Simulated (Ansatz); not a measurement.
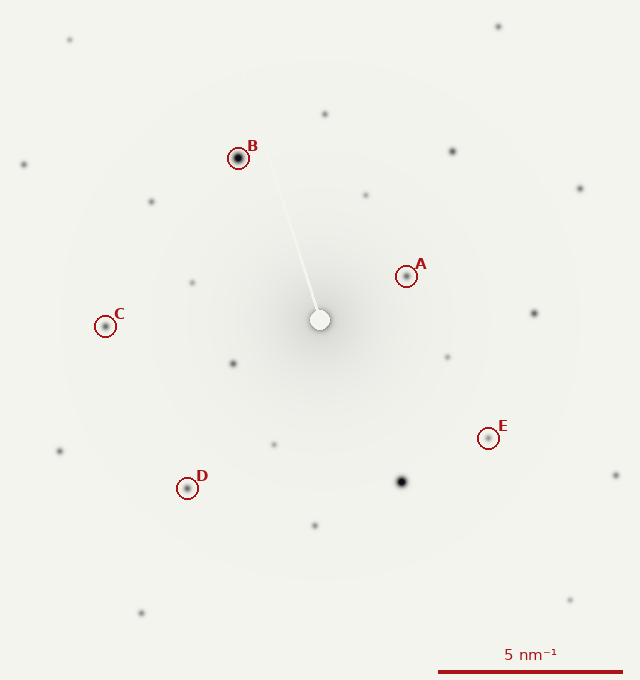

The pattern is a kinematic simulation for 80 kV electrons (no multiple scattering; isotropic B = 0.5 Å²). The zone axis points towards the electron source and the pattern is seen from the source side.

YbMnAs₂, space group P4/nmm (No. 129), a = 4.044 Å, c = 10.546 Å. Structure: coordinates from a relaxation with DFT, PAW plane waves, pbe+U (Ansatz 0.2.0); the starting structure was generated, so it need not be a known form of this composition.

| atom | site | symmetry | x | y | z |
| --- | --- | --- | --- | --- | --- |
| Mn | 2b | -4m2 | 0.0000 | 0.0000 | 0.5000 |
| Yb | 2c | 4mm | 0.5000 | 0.0000 | 0.2158 |
| As | 2a | -4m2 | 0.0000 | 0.0000 | 0.0000 |
| As | 2c | 4mm | 0.0000 | 0.5000 | 0.3408 |

Spot A is indexed -1 0 1 and spot B 0 -2 0.

Index the other marked spots.

C = −2A + (1/2)B = 2 -1 -2 (d = 1.711 Å). D = −2A − (1/2)B = 2 1 -2 (d = 1.711 Å). E = A − B = -1 2 1 (d = 1.783 Å).

Which zone axis is this?

The cross product of A and B is parallel to [101]; every spot obeys hu + kv + lw = 0.
